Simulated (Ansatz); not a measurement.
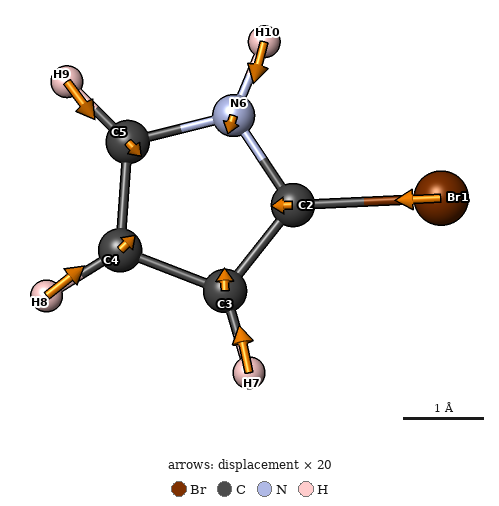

This is a relaxation of C4H4BrN. The starting structure is drawn; orange arrows show the displacements, magnified 20 times. The two geometries are superimposed by the best rigid fit.

The picture is a ball-and-stick view, seen at a tilt.

The start comes from PBE-D4/def2-SVP.

The calculation used Ansatz 0.2.0, RKS PBE0-D4/def2-TZVP. (force threshold 0.005 eV/Å; at most 150 steps)

### Describe the change and its energy.

After 4 geometry steps the energy has fallen by 1.40 kcal/mol. Largest force component: 0.66 eV/Å at the start, 0.0021 eV/Å at the end. The largest moves after the best rigid fit, 0.032 Å, are those of H7 and H8. Largest moves by element: H 0.032 Å, Br 0.030 Å, C 0.015 Å, N 0.013 Å. Among the contacts that change: C2–C3 1.390 → 1.368 Å, C4–H8 1.096 → 1.078 Å, C3–H7 1.094 → 1.077 Å, Br1–C2 1.876 → 1.861 Å. The run took of the order of 40 core-seconds on a shared host.
